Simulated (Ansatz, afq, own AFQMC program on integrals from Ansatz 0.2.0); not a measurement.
# BH2O (doublet): AFQMC on the coupled-cluster ladder at angle O2–B1–H3 = 118.0°, cc-pVDZ

Aim: compute BH2O (doublet) with auxiliary-field quantum Monte Carlo on the same integrals as coupled cluster, and set the energies side by side.

Computed with Ansatz 0.2.0, Gaussian basis, and an in-house AFQMC program (afq) on its integrals; all values are calculated. Level: cc-pVDZ, frozen cores.

The runs, in order: PBE (unrestricted); r2SCAN (unrestricted); PBE0 (unrestricted); B3LYP (unrestricted); wB97M-V (unrestricted); B2PLYP (unrestricted); CCSD(T) on UHF; CCSDT(Q) on UHF; Phaseless AFQMC, CISD trial on UHF.

1 further run of the same task is left out (it didn't finish).

## Step 1: The system

The geometry derives from a PBE0/def2-TZVP stationary point (not a proven minimum). One angle is set to the value named; bond lengths are kept.

4 atoms, charge 0, spin multiplicity 2.

Atoms are counted from 1 here; the program's logs count them from 0.

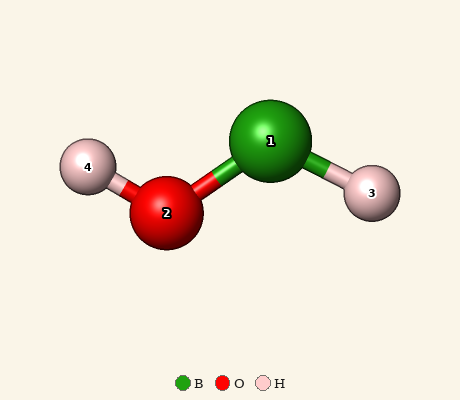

The structure; boron green, oxygen red, hydrogen pink; atoms are numbered from 1 in the order of the file.

## Step 2: PBE (unrestricted)

in.yaml

```yaml
crystal:
  periodic: [false, false, false]
  atoms:
    - {symbol: B, position_ang: [0.000000, -0.259146, 0.736593]}
    - {symbol: O, position_ang: [0.000000, 0.172743, -0.524557]}
    - {symbol: H, position_ang: [0.000000, 0.561181, 1.613338]}
    - {symbol: H, position_ang: [0.000000, -0.523632, -1.187432]}
basis:
  gaussian: {orbitals: cc-pVDZ}
magnetization: {spin_polarized: true, initial_magnetization: 1}
hamiltonian: {xc: {name: PBE}}
output: {orbitals: {seedname: orbitals}}
```

The run is started by

```sh
$ ansatz run in.yaml --threads 1 --pin off --events-out ev --progress --plain --max-ram 1382MiB
```

What it wrote:

```text
Functional definition: PBE
  name "PBE"
  cite "Perdew, Burke & Ernzerhof, Phys. Rev. Lett. 77, 3865 (1996) doi:10.1103/PhysRevLett.77.3865"
  parent pbe
  parameter kappa = 0.804
  parameter beta = 0.06672455060314922
  exchange = pbe_x(kappa = kappa, mu = beta*pi^2/3)
  correlation = pbe_c(beta = beta)
405 factors; their error is unknown
mean field evaluation 1: about -2747.6889 eV, gradient 3.2e1 eV
mean field evaluation 2: about -2730.3230 eV, gradient 7.3e1 eV
mean field evaluation 4: about -2751.3546 eV, gradient 2.0e0 eV
mean field evaluation 8: about -2751.3528 eV, gradient 2.0e-2 eV
mean field -2751.35275754 eV, -101.1103489057 hartree, gradient 1.6e-5 eV, S^2 0.751907; 0 other end points of the search recorded, 0 dependent functions left out
reference -2751.35278338 eV, -101.1103498553 hartree; 8, 7 occupied and 30, 31 virtual orbitals, 405 factors
Total energy: -2751.35278338 eV, -101.1103498553 hartree
```

Run time: 0.6 s. Hardware: 1 thread of Arm Neoverse V1, shared host.

From the report: ⟨S²⟩ of the determinant 0.752 (pure doublet: 0.75).

## Step 3: r2SCAN (unrestricted)

in.yaml, as its differences from that of step 2:

```diff
@@ -10,3 +10,2 @@
 magnetization: {spin_polarized: true, initial_magnetization: 1}
-hamiltonian: {xc: {name: PBE}}
-output: {orbitals: {seedname: orbitals}}
+hamiltonian: {xc: {name: r2SCAN}}
```

The command is unchanged.

What it wrote:

```text
Functional definition: r2SCAN
  name "r2SCAN"
  cite "Furness, Kaplan, Ning, Perdew & Sun, J. Phys. Chem. Lett. 11, 8208 (2020) doi:10.1021/acs.jpclett.0c02405"
  cite "Furness, Kaplan, Ning, Perdew & Sun, J. Phys. Chem. Lett. 11, 9248 (2020) doi:10.1021/acs.jpclett.0c03077"
  parent r2scan
  parameter k0 = 0.174
  parameter k1 = 0.065
  parameter a1 = 4.9479
  exchange = r2scan_x(k0 = k0, k1 = k1, a1 = a1)
  correlation = r2scan_c
405 factors; their error is unknown
mean field evaluation 1: about -2750.2810 eV, gradient 3.0e1 eV
mean field evaluation 2: about -2740.5579 eV, gradient 5.8e1 eV
mean field evaluation 4: about -2753.3679 eV, gradient 1.2e0 eV
mean field evaluation 8: about -2753.3524 eV, gradient 2.2e-2 eV
mean field -2753.35244166 eV, -101.1838359416 hartree, gradient 5.4e-5 eV, S^2 0.752761; 0 other end points of the search recorded, 0 dependent functions left out
reference -2753.35245038 eV, -101.1838362621 hartree; 8, 7 occupied and 30, 31 virtual orbitals, 405 factors
Total energy: -2753.35245038 eV, -101.1838362621 hartree
```

It took 1.4 s on 1 thread of Arm Neoverse V1, shared host.

From the report: ⟨S²⟩ of the determinant 0.753 (pure doublet: 0.75).

## Step 4: PBE0 (unrestricted)

in.yaml, as its differences from that of step 3:

```diff
@@ -10,2 +10,3 @@
 magnetization: {spin_polarized: true, initial_magnetization: 1}
-hamiltonian: {xc: {name: r2SCAN}}
+hamiltonian: {xc: {name: PBE0}}
+output: {orbitals: {seedname: orbitals}}
```

Same command.

What it wrote:

```text
Functional definition: PBE0
  name "PBE0"
  cite "Adamo & Barone, J. Chem. Phys. 110, 6158 (1999) doi:10.1063/1.478522"
  cite "Perdew, Burke & Ernzerhof, Phys. Rev. Lett. 77, 3865 (1996) doi:10.1103/PhysRevLett.77.3865"
  parent pbe
  parameter a = 0.25
  parameter kappa = 0.804
  parameter beta = 0.06672455060314922
  exchange = (1 - a)*pbe_x(kappa = kappa, mu = beta*pi^2/3) + a*exact_x
  correlation = pbe_c(beta = beta)
346 factors; integrals over basis functions are off by at most 1.4e-3 eV
mean field evaluation 1: about -2748.9725 eV, gradient 2.7e1 eV
mean field evaluation 2: about -2744.6955 eV, gradient 4.4e1 eV
mean field evaluation 4: about -2751.5940 eV, gradient 6.9e-1 eV
mean field evaluation 8: about -2751.5968 eV, gradient 1.1e-2 eV
mean field evaluation 16: about -2751.5968 eV, gradient 2.6e-5 eV
mean field -2751.59676332 eV, -101.1193159526 hartree, gradient 2.6e-5 eV, S^2 0.752034; 0 other end points of the search recorded, 0 dependent functions left out
reference -2751.59678264 eV, -101.1193166628 hartree; 8, 7 occupied and 30, 31 virtual orbitals, 346 factors
Total energy: -2751.59678264 eV, -101.1193166628 hartree
```

Wall time 0.72 s (1 thread of Arm Neoverse V1, shared host).

From the report: ⟨S²⟩ of the determinant 0.752 (pure doublet: 0.75).

## Step 5: B3LYP (unrestricted)

in.yaml, as its differences from that of step 4:

```diff
@@ -10,3 +10,2 @@
 magnetization: {spin_polarized: true, initial_magnetization: 1}
-hamiltonian: {xc: {name: PBE0}}
-output: {orbitals: {seedname: orbitals}}
+hamiltonian: {xc: {name: B3LYP}}
```

Launched as before.

What it wrote:

```text
Functional definition: B3LYP
  name "B3LYP"
  cite "Stephens, Devlin, Chabalowski & Frisch, J. Phys. Chem. 98, 11623 (1994) doi:10.1021/j100096a001"
  cite "Becke, Phys. Rev. A 38, 3098 (1988) doi:10.1103/PhysRevA.38.3098"
  cite "Lee, Yang & Parr, Phys. Rev. B 37, 785 (1988) doi:10.1103/PhysRevB.37.785"
  cite "Vosko, Wilk & Nusair, Can. J. Phys. 58, 1200 (1980) doi:10.1139/p80-159"
  parameter a0 = 0.2
  parameter ax = 0.72
  parameter ac = 0.81
  exchange = (1 - a0 - ax)*slater_x + ax*b88_x + a0*exact_x
  correlation = (1 - ac)*vwn_rpa_c + ac*lyp_c
346 factors; integrals over basis functions are off by at most 1.4e-3 eV
mean field evaluation 1: about -2751.8184 eV, gradient 3.0e1 eV
mean field evaluation 2: about -2744.5371 eV, gradient 5.4e1 eV
mean field evaluation 4: about -2754.9432 eV, gradient 9.2e-1 eV
mean field evaluation 8: about -2754.9475 eV, gradient 1.1e-2 eV
mean field evaluation 16: about -2754.9475 eV, gradient 2.0e-5 eV
mean field -2754.94754026 eV, -101.2424547342 hartree, gradient 2.0e-5 eV, S^2 0.751584; 0 other end points of the search recorded, 0 dependent functions left out
reference -2754.94770961 eV, -101.2424609574 hartree; 8, 7 occupied and 30, 31 virtual orbitals, 346 factors
Total energy: -2754.94770961 eV, -101.2424609574 hartree
```

Wall time 0.75 s (1 thread of Arm Neoverse V1, shared host).

From the report: ⟨S²⟩ of the determinant 0.752 (pure doublet: 0.75).

## Step 6: wB97M-V (unrestricted)

in.yaml, as its differences from that of step 5:

```diff
@@ -10,2 +10,3 @@
 magnetization: {spin_polarized: true, initial_magnetization: 1}
-hamiltonian: {xc: {name: B3LYP}}
+hamiltonian: {xc: {name: wB97M-V}}
+output: {orbitals: {seedname: orbitals}}
```

Same command.

What it wrote:

```text
Functional definition: wB97M-V
  name "wB97M-V"
  cite "Mardirossian & Head-Gordon, J. Chem. Phys. 144, 214110 (2016) doi:10.1063/1.4952647"
  cite "Becke, J. Chem. Phys. 107, 8554 (1997) doi:10.1063/1.475007"
  cite "Vydrov & Van Voorhis, J. Chem. Phys. 133, 244103 (2010) doi:10.1063/1.3521275"
  # Of w^i u^j: cxij and so on, Table III.
  parameter omega = 0.3/bohr
  parameter cx = 0.15
  parameter cx01 = 1.007
  parameter cx10 = 0.259
  parameter css00 = 0.443
  parameter css04 = -1.437
  parameter css10 = -4.535
  parameter css20 = -3.390
  parameter css43 = 4.278
  parameter cos00 = 1.000
  parameter cos10 = 1.358
  parameter cos20 = 2.924
  parameter cos21 = -8.812
  parameter cos60 = -1.390
  parameter cos61 = 9.142
  parameter b = 6.0
  parameter c = 0.01
  gx(w, u) = 1 - cx + cx01*u + cx10*w
  gss(w, u) = css00 + css04*u^4 + css10*w + css20*w^2 + css43*w^4*u^3
  gos(w, u) = cos00 + cos10*w + (cos20 + cos21*u)*w^2 + (cos60 + cos61*u)*w^6
  exchange = spin_sum(e_x_unif_sr(omega)*gx(b97_w, b97_u_x)) + cx*exact_x_sr(omega) + exact_x_lr(omega)
  correlation = spin_sum(e_c_pw_mod_same_spin*gss(b97_w, b97_u_same))
      + integral(e_c_pw_mod_opposite_spin*gos(b97_w_opposite, b97_u_opposite)) + vv10(b, c)
346 factors; integrals over basis functions are off by at most 1.4e-3 eV
111 factors; integrals over basis functions are off by at most 1.2e-5 eV
mean field evaluation 1: about -2751.1768 eV, gradient 2.5e1 eV
mean field evaluation 2: about -2750.7302 eV, gradient 2.9e1 eV
mean field evaluation 4: about -2753.6103 eV, gradient 6.3e-1 eV
mean field evaluation 8: about -2753.6184 eV, gradient 1.6e-2 eV
mean field evaluation 16: about -2753.6184 eV, gradient 2.2e-5 eV
mean field -2753.61836315 eV, -101.1936083762 hartree, gradient 2.2e-5 eV, S^2 0.751421; 0 other end points of the search recorded, 0 dependent functions left out
reference -2753.61839224 eV, -101.1936094451 hartree; 8, 7 occupied and 30, 31 virtual orbitals, 346 factors
Total energy: -2753.61839224 eV, -101.1936094451 hartree
```

Wall time 2.8 s (1 thread of Arm Neoverse V1, shared host).

From the report: ⟨S²⟩ of the determinant 0.751 (pure doublet: 0.75).

## Step 7: B2PLYP (unrestricted)

in.yaml, as its differences from that of step 6:

```diff
@@ -10,3 +10,3 @@
 magnetization: {spin_polarized: true, initial_magnetization: 1}
-hamiltonian: {xc: {name: wB97M-V}}
-output: {orbitals: {seedname: orbitals}}
+hamiltonian: {xc: {name: B2PLYP}}
+correlation: {electrons: outside_noble_gas}
```

The command is unchanged.

What it wrote:

```text
Functional definition: B2PLYP
  name "B2PLYP"
  cite "Grimme, J. Chem. Phys. 124, 034108 (2006) doi:10.1063/1.2148954"
  cite "Becke, Phys. Rev. A 38, 3098 (1988) doi:10.1103/PhysRevA.38.3098"
  cite "Lee, Yang & Parr, Phys. Rev. B 37, 785 (1988) doi:10.1103/PhysRevB.37.785"
  parameter a = 0.53
  parameter c = 0.27
  exchange = (1 - a)*b88_x + a*exact_x
  correlation = (1 - c)*lyp_c + c*(mp2_os + mp2_ss)
346 factors; integrals over basis functions are off by at most 1.4e-3 eV
mean field evaluation 1: about -2747.6876 eV, gradient 2.4e1 eV
mean field evaluation 2: about -2747.6875 eV, gradient 2.4e1 eV
mean field evaluation 4: about -2749.8819 eV, gradient 2.0e0 eV
mean field evaluation 8: about -2749.9152 eV, gradient 6.6e-2 eV
mean field evaluation 16: about -2749.9153 eV, gradient 2.6e-5 eV
mean field -2749.91530316 eV, -101.0575234316 hartree, gradient 1.3e-6 eV, S^2 0.752219; 0 other end points of the search recorded, 0 dependent functions left out
2 core orbitals not correlated: weight in the atoms' cores, before any rotation towards them, 1.000 or more for the frozen orbitals, at most 0.000 for the correlated occupied ones
reference -2749.91541009 eV, -101.0575273610 hartree; 6, 5 occupied and 30, 31 virtual orbitals, 346 factors
second order -8.47319575 eV of doubles, -0.00000000 eV of singles
Total energy: -2752.20317294 eV, -101.1416010952 hartree
```

Run time: 0.87 s. Hardware: 1 thread of Arm Neoverse V1, shared host.

From the report: ⟨S²⟩ of the determinant 0.752 (pure doublet: 0.75).

## Step 8: CCSD(T) on UHF

in.yaml, as its differences from that of step 7:

```diff
@@ -10,3 +10,2 @@
 magnetization: {spin_polarized: true, initial_magnetization: 1}
-hamiltonian: {xc: {name: B2PLYP}}
-correlation: {electrons: outside_noble_gas}
+correlation: {method: ccsd_t, electrons: outside_noble_gas, hamiltonian_folder: ham}
```

Launched as before.

What it wrote:

```text
Functional definition: HF
  name "HF"
  cite "Fock, Z. Phys. 61, 126 (1930) doi:10.1007/BF01340294"
  parent pbe
  exchange = exact_x
  correlation = 0
346 factors; integrals over basis functions are off by at most 1.4e-3 eV
mean field evaluation 1: about -2737.9974 eV, gradient 2.0e1 eV
mean field evaluation 2: about -2737.9987 eV, gradient 2.0e1 eV
mean field evaluation 4: about -2739.9278 eV, gradient 2.4e0 eV
mean field evaluation 8: about -2740.0223 eV, gradient 1.6e-1 eV
mean field evaluation 16: about -2740.0037 eV, gradient 8.2e-1 eV
mean field evaluation 32: about -2736.9556 eV, gradient 9.9e-4 eV
mean field -2740.02295506 eV, -100.6939863441 hartree, gradient 2.0e-6 eV, S^2 0.753420; 1 other end points of the search recorded, 0 dependent functions left out
determinant -2740.02295506 eV, -100.6939863441 hartree, with singles and doubles -2747.41354449 eV, -100.9655854962 hartree
determinant -2736.95561583 eV, -100.5812637066 hartree, with singles and doubles -2744.49245448 eV, -100.8582374183 hartree
2 core orbitals not correlated: weight in the atoms' cores, before any rotation towards them, 1.000 or more for the frozen orbitals, at most 0.000 for the correlated occupied ones
reference -2740.02295506 eV, -100.6939863441 hartree; 6, 5 occupied and 30, 31 virtual orbitals, 346 factors
second order -6.92210332 eV of doubles, -0.00000000 eV of singles
cycle   1  -7.39065643 eV  change   -6.7e-5 eV  update   4.1e-4
cycle   2  -7.39065814 eV  change   -1.7e-6 eV  update   2.6e-4
cycle   3  -7.39059216 eV  change    6.6e-5 eV  update   1.0e-4
cycle   4  -7.39062336 eV  change   -3.1e-5 eV  update   3.6e-5
cycle   5  -7.39067076 eV  change   -4.7e-5 eV  update   8.0e-6
cycle   6  -7.39067852 eV  change   -7.8e-6 eV  update   3.0e-6
perturbative correction -0.17442885 eV, -0.0064101419 hartree
Total energy: -2747.58806243 eV, -100.9719989121 hartree
```

It took 1.2 s on 1 thread of Arm Neoverse V1, shared host.

From the report: ⟨S²⟩ of the determinant 0.753 (pure doublet: 0.75); correlation -7.5651 eV; T1 0.018; largest double amplitude 0.04.

This run also writes the integrals to the folder ham.

## Step 9: CCSDT(Q) on UHF

in.yaml, as its differences from that of step 8:

```diff
@@ -10,2 +10,2 @@
 magnetization: {spin_polarized: true, initial_magnetization: 1}
-correlation: {method: ccsd_t, electrons: outside_noble_gas, hamiltonian_folder: ham}
+correlation: {method: ccsdt_q, electrons: outside_noble_gas}
```

Same command.

What it wrote:

```text
Functional definition: HF
  name "HF"
  cite "Fock, Z. Phys. 61, 126 (1930) doi:10.1007/BF01340294"
  parent pbe
  exchange = exact_x
  correlation = 0
675 factors; integrals over basis functions are off by at most 1.5e-7 eV
mean field evaluation 1: about -2737.9974 eV, gradient 2.0e1 eV
mean field evaluation 2: about -2737.9987 eV, gradient 2.0e1 eV
mean field evaluation 4: about -2739.9279 eV, gradient 2.4e0 eV
mean field evaluation 8: about -2740.0223 eV, gradient 1.6e-1 eV
mean field evaluation 16: about -2740.0037 eV, gradient 8.2e-1 eV
mean field evaluation 32: about -2736.9557 eV, gradient 9.9e-4 eV
mean field -2740.02298718 eV, -100.6939875247 hartree, gradient 2.0e-6 eV, S^2 0.753420; 1 other end points of the search recorded, 0 dependent functions left out
determinant -2740.02298718 eV, -100.6939875247 hartree, with singles and doubles -2747.41357318 eV, -100.9655865506 hartree
determinant -2736.95566690 eV, -100.5812655834 hartree, with singles and doubles -2744.49250009 eV, -100.8582390943 hartree
2 core orbitals not correlated: weight in the atoms' cores, before any rotation towards them, 1.000 or more for the frozen orbitals, at most 0.000 for the correlated occupied ones
reference -2740.02298718 eV, -100.6939875247 hartree; 6, 5 occupied and 30, 31 virtual orbitals, 675 factors
second order -6.92212810 eV of doubles, -0.00000000 eV of singles
cycle   1  -7.12612714 eV  change   -2.0e-1 eV  update   7.8e-2
cycle   2  -7.40911007 eV  change   -2.8e-1 eV  update   3.6e-2
cycle   3  -7.59279050 eV  change   -1.8e-1 eV  update   2.0e-2
cycle   4  -7.58211132 eV  change    1.1e-2 eV  update   6.6e-3
cycle   5  -7.57707000 eV  change    5.0e-3 eV  update   3.5e-3
cycle   6  -7.57951614 eV  change   -2.4e-3 eV  update   1.4e-3
cycle   7  -7.58021115 eV  change   -7.0e-4 eV  update   7.0e-4
cycle   8  -7.58003310 eV  change    1.8e-4 eV  update   3.4e-4
cycle   9  -7.58005307 eV  change   -2.0e-5 eV  update   1.8e-4
cycle  10  -7.58009086 eV  change   -3.8e-5 eV  update   6.0e-5
cycle  11  -7.58008222 eV  change    8.6e-6 eV  update   3.0e-5
cycle  12  -7.58010365 eV  change   -2.1e-5 eV  update   1.5e-5
cycle  13  -7.58010713 eV  change   -3.5e-6 eV  update   6.5e-6
cycle  14  -7.58011130 eV  change   -4.2e-6 eV  update   2.8e-6
cycle  15  -7.58011296 eV  change   -1.7e-6 eV  update   1.1e-6
cycle  16  -7.58011287 eV  change    9.1e-8 eV  update   5.9e-7
perturbative correction -0.01723971 eV, -0.0006335478 hartree
Total energy: -2747.62033976 eV, -100.9731850823 hartree
```

Wall time 19 s (1 thread of Arm Neoverse V1, shared host); peak memory 0.33 GiB.

From the report: ⟨S²⟩ of the determinant 0.753 (pure doublet: 0.75); correlation -7.5974 eV; T1 0.018; largest double amplitude 0.05.

## Step 10: Phaseless AFQMC, CISD trial on UHF

It reads the integrals that the CCSD(T) run on this determinant wrote.

The run is started by

```sh
$ afq ham --method phaseless --trial cisd --walkers 60 --populations 1 --least-time 40 --time-step 0.005 --steps-per-block 50 --equilibration-blocks 28 --max-blocks 300 --target-error 0.0004 --factor-cut 1e-05 --start spin_pure --seed 7576 --release-times 0.24,0.51,0.99,1.62,2.4 --release-step 0.03 --release-every 4 --taylor-order 6
```

What it wrote:

```text
orbitals 36  electrons 6 5  factors 279 of 346
reference energy -100.69398634 Eh
CCSD correlation -0.27160211 Eh in 10 cycles, weight of the determinant in the CISD state 0.9102
energy of the start -100.965532 Eh
 block  time / (1/Eh)  mean weight  energy / Eh
     1     0.250  0.9984  -100.962940
     2     0.500  0.9983  -100.965595
     3     0.750  1.0004  -100.968653
     4     1.000  0.9984  -100.969389
     5     1.250  0.9980  -100.970588
     6     1.500  0.9990  -100.967272
     7     1.750  0.9983  -100.969617
     8     2.000  1.0005  -100.967437
     9     2.250  0.9984  -100.970273
    10     2.500  1.0002  -100.972834
    17     4.250  1.0020  -100.972084
    25     6.250  0.9964  -100.970433
    33     8.250  1.0013  -100.983879
    41    10.250  0.9993  -100.966067
    49    12.250  1.0027  -100.972781
    57    14.250  1.0011  -100.966558
    65    16.250  0.9982  -100.978910
    73    18.250  1.0025  -100.970137
    81    20.250  0.9974  -100.984894
    89    22.250  0.9967  -100.975917
    97    24.250  0.9982  -100.976722
   105    26.250  0.9968  -100.972749
   113    28.250  1.0002  -100.972312
   121    30.250  0.9989  -100.981182
   129    32.250  1.0001  -100.969429
   137    34.250  1.0010  -100.969832
   145    36.250  0.9989  -100.975828
   153    38.250  1.0010  -100.968427
   161    40.250  1.0006  -100.971950
   169    42.250  1.0003  -100.985176
   177    44.250  1.0007  -100.974335
   185    46.250  1.0009  -100.972070
   193    48.250  0.9974  -100.971202
   201    50.250  1.0018  -100.971492
   209    52.250  0.9987  -100.979084
   217    54.250  1.0018  -100.965146
   225    56.250  1.0019  -100.972342
   233    58.250  1.0004  -100.974005
   241    60.250  1.0004  -100.990052
   249    62.250  1.0026  -100.971448
   257    64.250  0.9998  -100.965930
   265    66.250  1.0021  -100.967058
   273    68.250  0.9993  -100.982371
   281    70.250  1.0023  -100.973896
   289    72.250  1.0014  -100.975026
   297    74.250  1.0014  -100.967762
   305    76.250  0.9971  -100.968940
   313    78.250  1.0031  -100.969385
   321    80.250  0.9974  -100.973757
blocks merged  error / Eh  count
     1  0.000284  300
     2  0.000311  150
     4  0.000349  75
     8  0.000398  37
    16  0.000380  18
    32  0.000312  9
released: time / (1/Eh)  energy / Eh  error  mean overlap
  0.24  -100.972695  0.000388  1.0022
  0.51  -100.972319  0.000424  1.0069
  0.99  -100.972506  0.000421  1.0171
  1.62  -100.973640  0.000552  1.0064
  2.40  -100.973874  0.000656  0.9807
energy -100.972927 +/- 0.000398 Eh
```

It took 7.8 min on 1 thread of Arm Neoverse V1, shared host.

Energy -2747.6133 ± 0.0108 eV. Caveats: constraint bias not in the error.

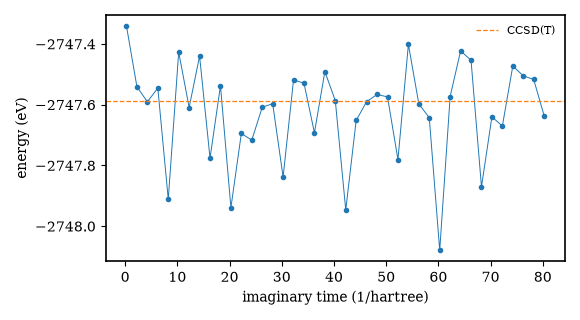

Block energies along the walk.

## Step 11: All levels side by side

On the UHF determinant, counted from CCSDT(Q) (a yardstick, not exact):

```csv
level,energy (eV),from CCSDT(Q) (meV),statistical error (meV),time
HF,-2740.0230,+7597.4,,
MP2,-2746.9451,+675.3,,
CCSD,-2747.4136,+206.7,,
CCSD(T),-2747.5881,+32.3,,
CCSDT(Q),-2747.6203,0.0,,
"Phaseless AFQMC, CISD trial, step 0.005, 60 walkers",-2747.6133,+7.0,10.8,7.8 min
```

The functionals' totals stand on their own zeros and serve differences with other points: PBE -2751.353 eV; r2SCAN -2753.352 eV; PBE0 -2751.597 eV; B3LYP -2754.948 eV; wB97M-V -2753.618 eV; B2PLYP -2752.203 eV.

## Step 12: What came out

```
                                        quantity            value
                    CCSD(T) on UHF from CCSDT(Q)        +32.3 meV
Phaseless AFQMC, CISD trial on UHF from CCSDT(Q)  +7.0 ± 10.8 meV
```

**Reading.** On UHF the phaseless walk with the CISD trial lies +7.0 meV from CCSDT(Q), within three error bars. Error bars are statistical and leave out the constraint, the time step and what remains of the start.
